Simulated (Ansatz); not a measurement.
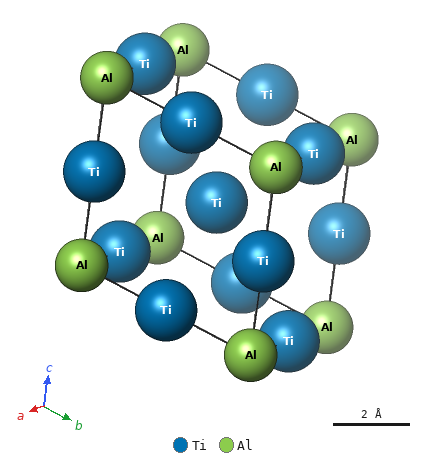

Structure drawing (spheres-only), viewed slightly off an axis. Thin lines show the simulation cell, with boundary atoms drawn in all their periodic places.

```yaml
crystal:
  lattice:
    - [-2.94449, 2.94449, 2.94449]
    - [2.94449, -2.94449, 2.94449]
    - [2.94449, 2.94449, -2.94449]
  atoms:
    - { symbol: Ti, position: [0.00000, 0.00000, 0.50000] }
    - { symbol: Ti, position: [0.00000, 0.50000, 0.00000] }
    - { symbol: Ti, position: [0.50000, 0.00000, 0.00000] }
    - { symbol: Ti, position: [0.50000, 0.50000, 0.50000] }
    - { symbol: Al, position: [0.00000, 0.00000, 0.00000] }
```

The numbers come from DFT PBE, scalar-relativistic, plane waves, PAW in Ansatz, using a 420 eV plane-wave basis, k-points on a 10×10×10 grid, Gaussian smearing of 0.1 eV, no spin polarisation.

**What net charge does each kind of atom have (Bader)?**

Ti +0.31 e; Al -1.22 e.

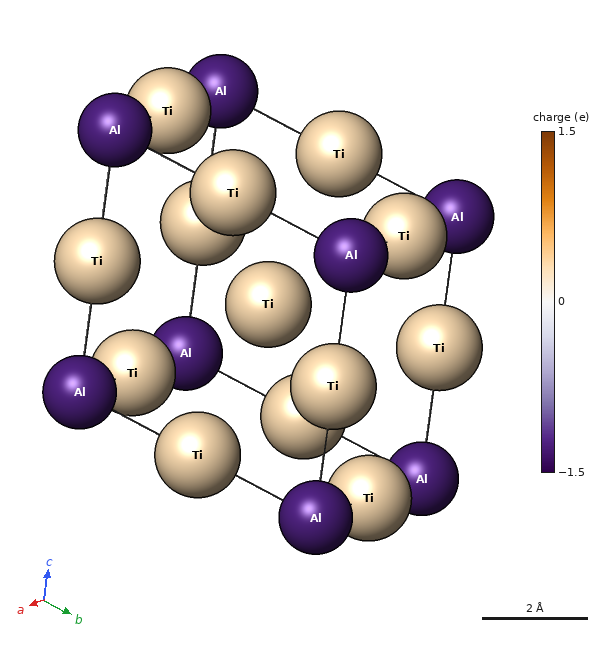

The atoms coloured by those charges.

The cell started as a structure type filled with these elements by a generator (whether the compound takes this form wasn't checked). Earlier steps of the study may have refined or changed the cell and positions. It was run through Ansatz as a DFT input.
